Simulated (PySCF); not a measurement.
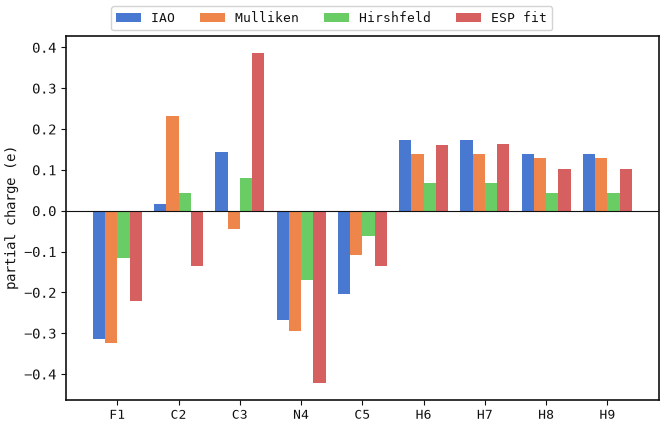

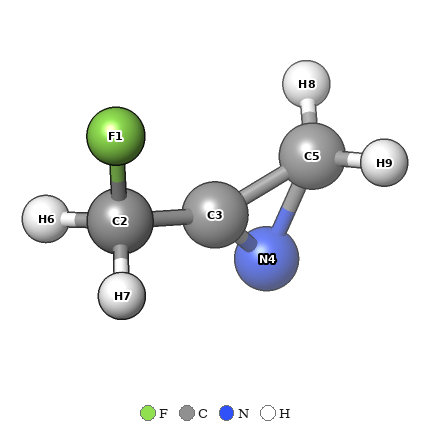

Atomic charges of C₃H₄FN, SMILES FCC1=NC1 by 4 schemes, PBE0/pcSseg-1 in PySCF 2.14.0, at a GFN2-xTB geometry (no frequency check).

Question: Which scheme gives the smallest charges overall?

Answer: Hirshfeld: mean absolute charge Hirshfeld 0.08, Mulliken 0.17, IAO 0.17, ESP fit 0.20 e.

Question: On which atom do the schemes disagree most?

Answer: On C3: IAO 0.14, Mulliken −0.04, Hirshfeld 0.08, ESP fit 0.39 e.

Note: the tight-binding geometry is rougher than a DFT one and adds to the error; one conformer of a flexible molecule.
